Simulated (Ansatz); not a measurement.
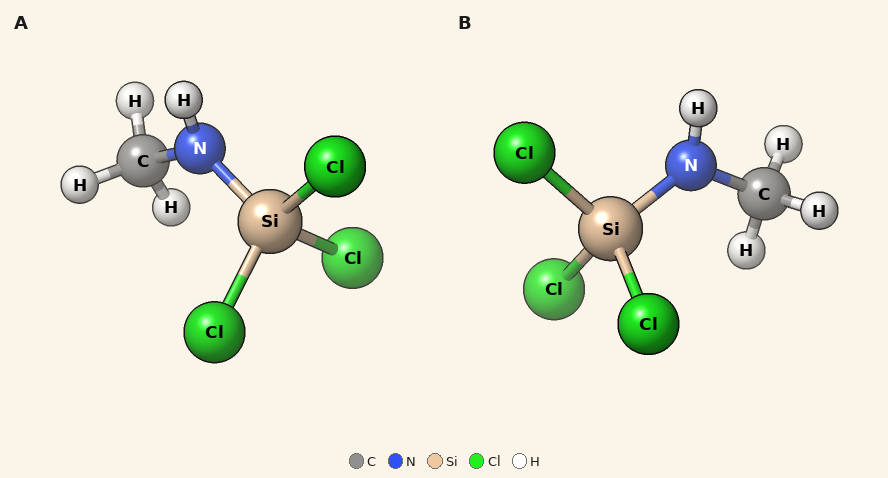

Distant atoms are faded towards the background colour. The geometry was computed by an optimisation with PBE0-D4/def2-TZVP.

**Can A be turned into B by a rotation alone?**

No. They are mirror images that no rotation superimposes: the geometry of CH4Cl3NSi is chiral (C1), and the handedness lies in its shape, not in a labelled carbon stereocentre. Their energies are equal.
